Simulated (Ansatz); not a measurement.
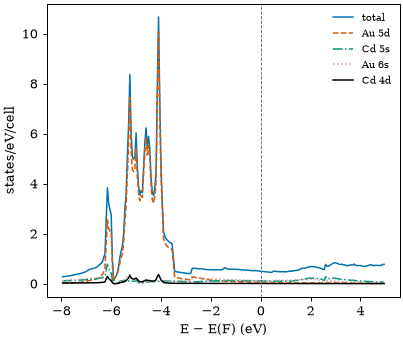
Figure. Total and projected density of states of CdAu (CsCl type, Pm-3m), the program Ansatz at the r²SCAN level (PAW)

### Question
Which orbitals carry the states next to the Fermi level?

### Answer
Within 0.5 eV of the Fermi level: Au 6s 23 %, Cd 5s 22 %, Au 5d 10 %, outside the projected shells 44 %. Projections are on Löwdin-orthogonalised atomic valence shells; empty p or d shells of many metals are not among them.

### Question
Where is the tallest occupied peak in this window, and what makes it?

### Answer
Near -4.1 eV, about 11 states/eV per cell; the largest projected share is Au 5d.

The workflow started from an entry of the Crystallography Open Database (COD), which files this formula under 4 space groups. Its standing as an ambient phase is unchecked. The cell was relaxed with r²SCAN under the symmetry of its start; its stability against distortions is not shown here. Scalar-relativistic: spin–orbit coupling is off unless named, which matters more the heavier the elements.

Potentials: the later of the program's two PAW sets.
